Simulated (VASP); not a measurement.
Band structure of Bi (relaxed from the fcc structure, space group Fm-3m). Calculation: PBEsol GGA, VASP's PBE PAW potentials (set 64) (plane waves; VASP).

Unless said otherwise, spin-orbit coupling is left out, though it shifts the bands of the heavy elements here.

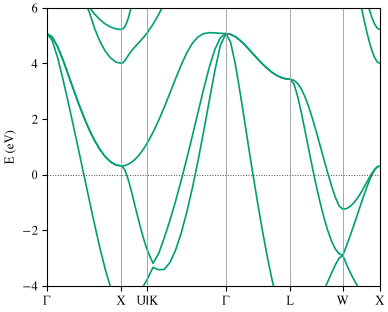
Figure. Bands along high-symmetry lines, zero at the valence-band maximum or, without a gap, the Fermi level

Read the plot: is there a gap, and where are the band edges?

It has no gap at this level: it comes out as a metal or semimetal. (Edges off the drawn lines would not show.)

The structure was generated: Bi was put into the fcc type (Fm-3m), which need not be its known phase. It was relaxed first.
